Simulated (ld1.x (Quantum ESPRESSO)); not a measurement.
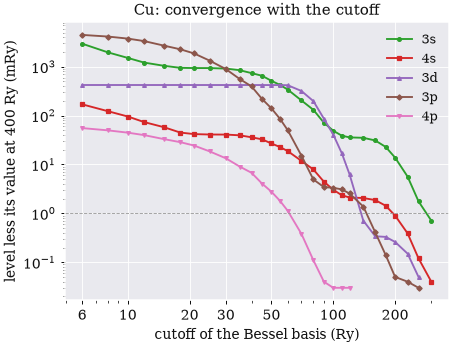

*The pseudo-atom Hamiltonian at the reference potential is diagonalised in spherical Bessel functions (20 bohr box) up to the cutoff. Curves: distance of each valence level from its value at 400 Ry.*

- Hardest occupied shell: 3s: its level needs 300 Ry to come within 1 mRy, against 200 Ry for 4s.
- Cutoffs for 10 and 1 mRy in the occupation-weighted sum of levels: 260 Ry and over 300 Ry, on the ladder of cutoffs that was run.
- Cutoffs from which each level stays within 1 mRy: 3s: 300 Ry; 4s: 200 Ry; 3d: 140 Ry; 3p: 160 Ry; 4p: 70 Ry.

## Pseudopotential generation: Cu (part 1 of 2)

System: copper (Cu, Z = 29), core [Ne], reference valence 3s2 3p6 3d10 4s1 4p0, valence charge 19.
Method: TM potential, revPBE, scalar-relativistic, made with ld1.x (Quantum ESPRESSO) 7.5.

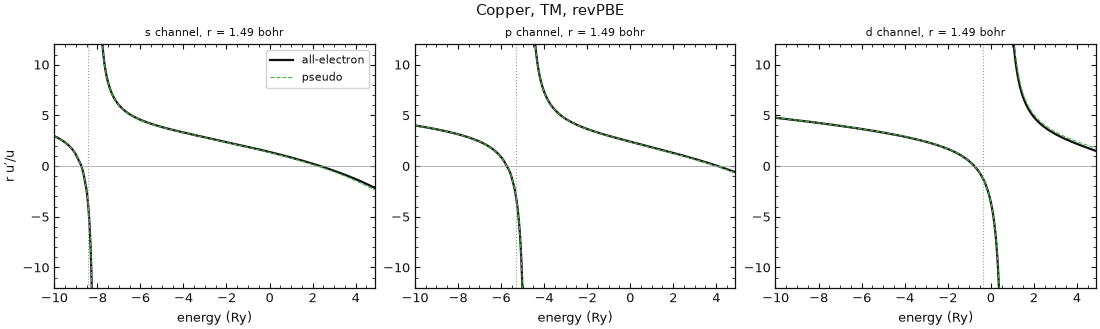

*Logarithmic derivatives r u′/u at the test radius against energy, all-electron atom (solid) and pseudo-atom (dashed). Here u = r R(r). The dotted line marks the reference energy of the channel.*

- Poles, where the radial function vanishes at the test radius: s: all-electron at -8.1 Ry, pseudo at -8.1 Ry; p: all-electron at -4.8 Ry, pseudo at -4.8 Ry; d: all-electron at 0.7 Ry, pseudo at 0.7 Ry.
- Ghost states: the plot shows none: pseudo and all-electron curves have the same branches in all channels drawn. The separate test gives: no ghost state below the valence levels in the s, d, p, f channels.
- Zeros of the logarithmic derivative: s: all-electron -8.7 and 2.3 Ry, pseudo -8.8 and 2.2 Ry; p: all-electron -5.7 and 4.1 Ry, pseudo -5.7 and 4.0 Ry; d: all-electron -0.8 Ry, pseudo -0.8 Ry.

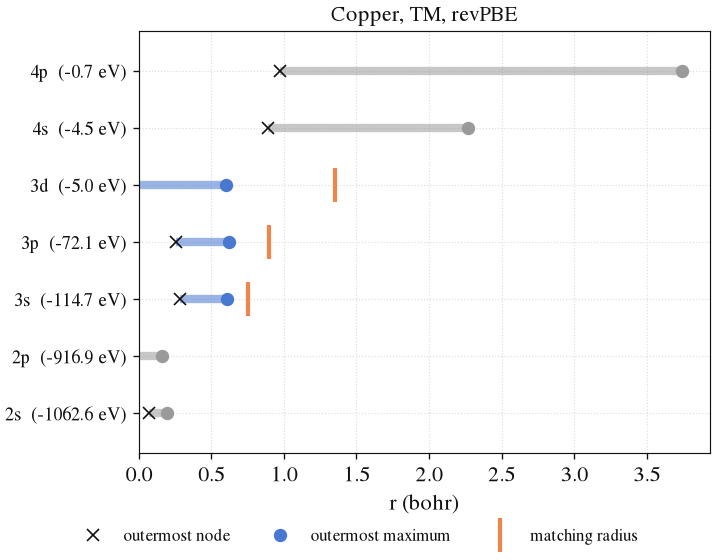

*Outer shells of the all-electron reference atom: each bar runs from the outermost node (or the nucleus) to the outermost maximum of u(r); the tick is the radius chosen for the pseudo-wave. Shells without a tick have no pseudo-wave of their own. Levels, nodes and maxima are from ld1.x, scalar-relativistic.*

- Radii against the shells: 3s: 0.75 bohr, outside the maximum; 3p: 0.90 bohr, outside the maximum; 3d: 1.35 bohr, outside the maximum.

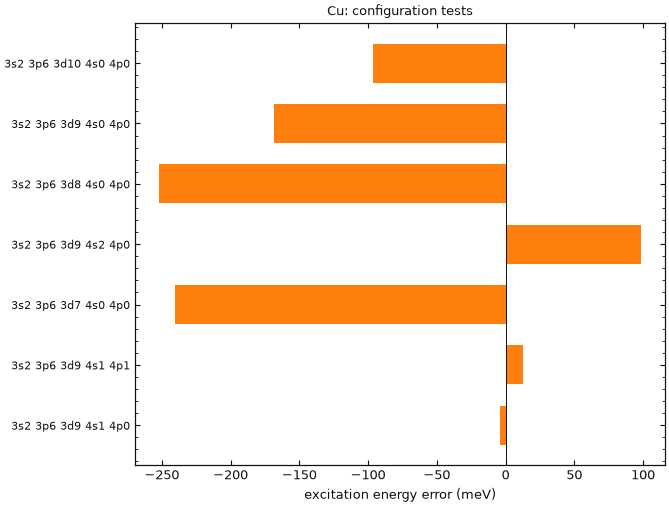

*Errors, all-electron minus pseudo, of the energies of valence configurations relative to the unpolarised reference 3s2 3p6 3d10 4s1 4p0.*

- Worst configuration: 3s2 3p6 3d8 4s0 4p0 (charge +3): the error is -252 meV on an all-electron energy of +68.12 eV relative to the reference, or 0.37 %.
- Configurations within 10 meV and within 50 meV: 1 and 2 of 7.
- Errors in meV: 3s2 3p6 3d10 4s0 4p0: -96; 3s2 3p6 3d9 4s0 4p0: -168; 3s2 3p6 3d8 4s0 4p0: -252; 3s2 3p6 3d9 4s2 4p0: +99; 3s2 3p6 3d7 4s0 4p0: -240; 3s2 3p6 3d9 4s1 4p1: +13; 3s2 3p6 3d9 4s1 4p0: -4.0.

These pictures come from the run below.

### Input file
```
 &input
   title='Cu', zed=29., rel=1, dft='REVPBE', iswitch=3,
   config='[Ar] 3d10 4s1 4p0',
   nld=3, rlderiv=1.50, eminld=-10.0, emaxld=5.0, deld=0.04
 /
 &inputp
   pseudotype=2, tm=.true., lloc=1,
   nlcc=.false.,
   file_pseudopw='Cu.UPF', file_wfcaegen='ae.wfc', file_wfcncgen='nc.wfc', file_beta='beta', file_chi='chi'
 /
3
3S  1  0   2.00   0.00  0.75  0.75  0.0
3D  3  2  10.00   0.00  1.35  1.35  0.0
3P  2  1   6.00   0.00  0.90  0.90  0.0
 &test
   configts(1)='3s2 3p6 3d10 4s1 4p0'
 /
```

### Input of the test run
```
 &input
   title='Cu', zed=29., rel=1, dft='REVPBE', iswitch=2,
   config='[Ar] 3d10 4s1 4p0'
 /
 &test
   file_pseudo='Cu.UPF', nconf=8,
   configts(1)='3s2 3p6 3d10 4s1 4p0',
   configts(2)='3s2 3p6 3d10 4s0 4p0',
   configts(3)='3s2 3p6 3d9 4s0 4p0',
   configts(4)='3s2 3p6 3d8 4s0 4p0',
   configts(5)='3s2 3p6 3d9 4s2 4p0',
   configts(6)='3s2 3p6 3d7 4s0 4p0',
   configts(7)='3s2 3p6 3d9 4s1 4p1',
   configts(8)='3s2 3p6 3d9 4s1 4p0'
 /
```

Command:
```bash
ld1.x < Cu.in > Cu.out
```

### Log
```
     Program LD1 v.7.5
     --------------------------- All-electron run ----------------------------

     Cu
     scalar relativistic calculation

     atomic number is 29.00
     dft =REVPBE   lsd =0 sic =0 latt =0  beta=0.20 tr2=1.0E-14
     Exchange-correlation= REVPBE
                           (   1   4   4   4   0   0   0)
     mesh =1199 r(mesh) = 100.25372 a.u. xmin = -7.00 dx = 0.01250
     1 Ry =  13.60569312 eV, c = 137.03599908

     n l     nl                  e(Ry)          e(Ha)          e(eV)
     1 0     1S 1( 2.00)      -650.5975      -325.2988     -8851.8306
     2 0     2S 1( 2.00)       -78.0964       -39.0482     -1062.5558
     2 1     2P 1( 6.00)       -67.3874       -33.6937      -916.8520
     3 0     3S 1( 2.00)        -8.4318        -4.2159      -114.7201
     3 1     3P 1( 6.00)        -5.2997        -2.6498       -72.1059
     3 2     3D 1(10.00)        -0.3643        -0.1822        -4.9568
     4 0     4S 1( 1.00)        -0.3313        -0.1656        -4.5075
     4 1     4P 1( 0.00)        -0.0502        -0.0251        -0.6824

     final scf error:  7.7E-15 reached in  38 iterations

     Etot =   -3310.002596 Ry,   -1655.001298 Ha,  -45034.879561 eV

     Ekin =    3359.250309 Ry,    1679.625155 Ha,   45704.928832 eV
     Encl =   -7969.700117 Ry,   -3984.850058 Ha, -108433.294068 eV
     Eh   =    1435.829902 Ry,     717.914951 Ha,   19535.461027 eV
     Exc  =    -135.382691 Ry,     -67.691346 Ha,   -1841.975352 eV

     normalization and overlap integrals

     s(1S/1S) =  1.000000  <r> =   0.0521  <r2> =    0.0037  r(max) =   0.0341
     s(2S/2S) =  1.000000  <r> =   0.2351  <r2> =    0.0652  r(max) =   0.1960
     s(2P/2P) =  1.000000  <r> =   0.2064  <r2> =    0.0523  r(max) =   0.1585
     s(3S/3S) =  1.000000  <r> =   0.7118  <r2> =    0.5861  r(max) =   0.6112
     s(3P/3P) =  1.000000  <r> =   0.7494  <r2> =    0.6649  r(max) =   0.6189
     s(3D/3D) =  1.000000  <r> =   1.0467  <r2> =    1.5737  r(max) =   0.6036
     s(4S/4S) =  1.000000  <r> =   2.9526  <r2> =   10.3595  r(max) =   2.2710
     s(4P/4P) =  1.000000  <r> =   5.4268  <r2> =   36.7333  r(max) =   3.7442

     ------------------------ End of All-electron run ------------------------

     --------------------- Generating NC pseudopotential ---------------------

      Generating local pot.: lloc=1, matching radius rcloc =   0.9000

      Wfc   3S  rcut= 0.747  Using Troullier-Martins method

      Wfc   3D  rcut= 1.360  Using Troullier-Martins method

     ------------------- End of pseudopotential generation -------------------

     --------------------------- All-electron run ----------------------------

     Cu
     scalar relativistic calculation

     atomic number is 29.00
     dft =REVPBE   lsd =0 sic =0 latt =0  beta=0.20 tr2=1.0E-14
     Exchange-correlation= REVPBE
                           (   1   4   4   4   0   0   0)
     mesh =1199 r(mesh) = 100.25372 a.u. xmin = -7.00 dx = 0.01250
     1 Ry =  13.60569312 eV, c = 137.03599908

     n l     nl                  e(Ry)          e(Ha)          e(eV)
     1 0     1S 1( 2.00)      -650.5975      -325.2988     -8851.8306
     2 0     2S 1( 2.00)       -78.0964       -39.0482     -1062.5558
     2 1     2P 1( 6.00)       -67.3874       -33.6937      -916.8520
     3 0     3S 1( 2.00)        -8.4318        -4.2159      -114.7201
     3 1     3P 1( 6.00)        -5.2997        -2.6498       -72.1059
     3 2     3D 1(10.00)        -0.3643        -0.1822        -4.9568
     4 0     4S 1( 1.00)        -0.3313        -0.1656        -4.5075
     4 1     4P 1( 0.00)        -0.0502        -0.0251        -0.6824

     final scf error:  7.7E-15 reached in  38 iterations

     Etot =   -3310.002596 Ry,   -1655.001298 Ha,  -45034.879561 eV

     Ekin =    3359.250309 Ry,    1679.625155 Ha,   45704.928832 eV
     Encl =   -7969.700117 Ry,   -3984.850058 Ha, -108433.294068 eV
     Eh   =    1435.829902 Ry,     717.914951 Ha,   19535.461027 eV
     Exc  =    -135.382691 Ry,     -67.691346 Ha,   -1841.975352 eV

     normalization and overlap integrals

     s(1S/1S) =  1.000000  <r> =   0.0521  <r2> =    0.0037  r(max) =   0.0341
     s(2S/2S) =  1.000000  <r> =   0.2351  <r2> =    0.0652  r(max) =   0.1960
     s(2P/2P) =  1.000000  <r> =   0.2064  <r2> =    0.0523  r(max) =   0.1585
     s(3S/3S) =  1.000000  <r> =   0.7118  <r2> =    0.5861  r(max) =   0.6112
     s(3P/3P) =  1.000000  <r> =   0.7494  <r2> =    0.6649  r(max) =   0.6189
     s(3D/3D) =  1.000000  <r> =   1.0467  <r2> =    1.5737  r(max) =   0.6036
     s(4S/4S) =  1.000000  <r> =   2.9526  <r2> =   10.3595  r(max) =   2.2710
     s(4P/4P) =  1.000000  <r> =   5.4268  <r2> =   36.7333  r(max) =   3.7442

     ------------------------ End of All-electron run ------------------------

     Computing logarithmic derivative in   1.49402
     Computing logarithmic derivative in   1.49402
     Computing the partial wave expansion
     R is outside the sphere for l=    0 j= 0.00
       no projector for channel:   1
     R is outside the sphere for l=    2 j= 0.00

     ---------------------- Testing the pseudopotential ----------------------

     Cu
     scalar relativistic calculation

     atomic number is 29.00   valence charge is 19.00
     dft =REVPBE   lsd =0 sic =0 latt =0  beta=0.20 tr2=1.0E-14
     mesh =1199 r(mesh) = 100.25372 xmin = -7.00 dx = 0.01250

     n l     nl             e AE (Ry)        e PS (Ry)    De AE-PS (Ry)
     1 0     3S   1( 2.00)       -8.43177       -8.43205        0.00027
     2 1     3P   1( 6.00)       -5.29968       -5.29979        0.00011
     3 2     3D   1(10.00)       -0.36432       -0.36432        0.00000
     2 0     4S   1( 1.00)       -0.33129       -0.33652        0.00522  !
     3 1     4P   1( 0.00)       -0.05016       -0.05051        0.00035

     eps = 9.4E-15  iter = 21

     Etot =   -3310.002596 Ry,   -1655.001298 Ha,  -45034.879561 eV
     Etotps =  -386.234369 Ry,    -193.117184 Ha,   -5254.986298 eV

     Ekin =     211.644705 Ry,     105.822352 Ha,    2879.572904 eV
     Encl =    -877.789058 Ry,    -438.894529 Ha,  -11942.928546 eV
     Ehrt =     344.808925 Ry,     172.404463 Ha,    4691.364420 eV
     Ecxc =     -37.382469 Ry,     -18.691234 Ha,    -508.614399 eV
     Epseu=     -27.516472 Ry,     -13.758236 Ha,    -374.380677 eV

     ---------------------- End of pseudopotential test ----------------------
```

### Output of the test run (extracts)
```
     ---------------------- Testing the pseudopotential ----------------------

     Cu
     scalar relativistic calculation

     atomic number is 29.00   valence charge is 19.00
     dft =REVPBE   lsd =0 sic =0 latt =0  beta=0.20 tr2=1.0E-14
     mesh =1199 r(mesh) = 100.25372 xmin = -7.00 dx = 0.01250

     n l     nl             e AE (Ry)        e PS (Ry)    De AE-PS (Ry)
     1 0     3S   1( 2.00)       -8.43177       -8.43205        0.00027
     2 1     3P   1( 6.00)       -5.29968       -5.29979        0.00011
     3 2     3D   1(10.00)       -0.36432       -0.36432        0.00000
     2 0     4S   1( 1.00)       -0.33129       -0.33652        0.00522  !
     3 1     4P   1( 0.00)       -0.05016       -0.05051        0.00035

     eps = 7.7E-15  iter = 24

     Etot =   -3310.002596 Ry,   -1655.001298 Ha,  -45034.879561 eV
     Etotps =  -386.234370 Ry,    -193.117185 Ha,   -5254.986306 eV

     Ekin =     211.644704 Ry,     105.822352 Ha,    2879.572893 eV
     Encl =    -877.789058 Ry,    -438.894529 Ha,  -11942.928548 eV
     Ehrt =     344.808925 Ry,     172.404463 Ha,    4691.364425 eV
     Ecxc =     -37.382469 Ry,     -18.691234 Ha,    -508.614399 eV
     Epseu=     -27.516472 Ry,     -13.758236 Ha,    -374.380677 eV

     ---------------------- End of pseudopotential test ----------------------

     ---------------------- Testing the pseudopotential ----------------------

     Cu
     scalar relativistic calculation

     atomic number is 29.00   valence charge is 19.00
     dft =REVPBE   lsd =0 sic =0 latt =0  beta=0.20 tr2=1.0E-14
     mesh =1199 r(mesh) = 100.25372 xmin = -7.00 dx = 0.01250

     n l     nl             e AE (Ry)        e PS (Ry)    De AE-PS (Ry)
     1 0     3S   1( 2.00)       -9.06182       -9.06466        0.00283
     2 1     3P   1( 6.00)       -5.93222       -5.93474        0.00252
     3 2     3D   1(10.00)       -0.99458       -0.99849        0.00391
     2 0     4S   1( 0.00)       -0.86284       -0.87162        0.00877  !
     3 1     4P   1( 0.00)       -0.47822       -0.48067        0.00245

     eps = 4.9E-15  iter = 18

     Etot =   -3309.413713 Ry,   -1654.706857 Ha,  -45026.867398 eV
     Etotps =  -385.638412 Ry,    -192.819206 Ha,   -5246.877896 eV
     dEtot_ae =       0.588883 Ry
     dEtot_ps =       0.595957 Ry,   Delta E=      -0.007074 Ry

     Ekin =     212.652598 Ry,     106.326299 Ha,    2893.285995 eV
     Encl =    -866.037060 Ry,    -433.018530 Ha,  -11783.034468 eV
     Ehrt =     333.050568 Ry,     166.525284 Ha,    4531.383828 eV
     Ecxc =     -37.119814 Ry,     -18.559907 Ha,    -505.040797 eV
     Epseu=     -28.184706 Ry,     -14.092353 Ha,    -383.472454 eV

     ---------------------- End of pseudopotential test ----------------------
```

(Continued in part 2.) Outcome of the run: generated.
